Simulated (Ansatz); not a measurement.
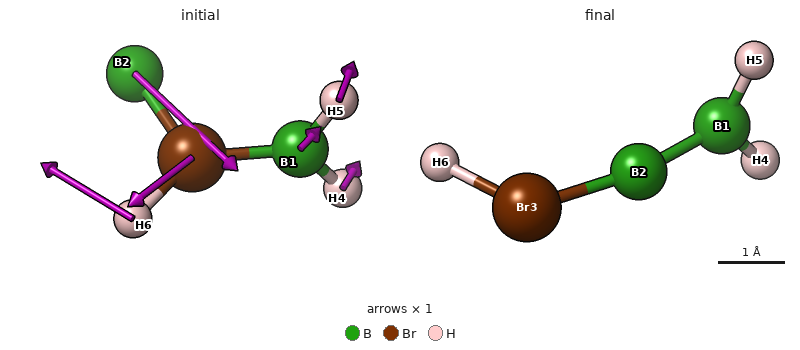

The structure of B2H3Br before (left) and after (right) a relaxation, at one scale. The purple arrows give the displacements, at their true length.

Style: ball-and-stick. Shown from a free direction.

It is one of the separated reactants of a reaction.

All numbers below come from RKS PBE-D4/def2-SVP in Ansatz 0.2.0. Settings: force threshold 0.03 eV/Å; at most 250 steps.

> Describe what moved and what it gained.

The largest move after the best rigid fit is that of B2, 2.60 Å. By element the largest moves are B 2.60 Å, H 1.89 Å, Br 1.43 Å. Among the contacts that change: B1–Br3 1.645 → 3.379 Å, B1–B2 2.968 → 1.577 Å, Br3–H6 1.510 → 1.710 Å, B2–Br3 1.919 → 1.832 Å. New bonds form: B1–B2 (2.97 → 1.58 Å). Bonds break: B1–Br3 (1.64 → 3.38 Å). Bond angles that change, for instance: B2–Br3–H6 116.2° → 119.4°. The energy falls by 5.311 eV in 23 accepted moves (25 points after the start). Largest force component: 8.8 eV/Å at the start, 0.026 eV/Å at the end. The line search rejected the trial steps at points 20, 23 of the run. The run took 39 s on 2 threads of Intel Xeon Platinum 8259CL @ 2.50GHz (shared host).
